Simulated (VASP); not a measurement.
Band structure of Zn4O3S (ordered alloy cell). Method: PBEsol GGA, VASP's PBE PAW potentials (set 64) (plane waves; VASP).

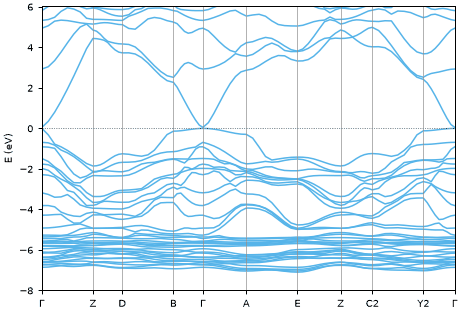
Bands along high-symmetry lines, zero at the valence-band maximum or, without a gap, the Fermi level

**Question.** Read the plot: is there a gap, and where are the band edges?

**Answer.** The gap is direct, 0.05 eV, from the valence maximum at Γ to the conduction minimum at Γ. (Edges off the drawn lines would not show.)

The structure was generated: Zn4O3S was put into an ordered model structure (Pm), which need not be its known phase. It was relaxed first.
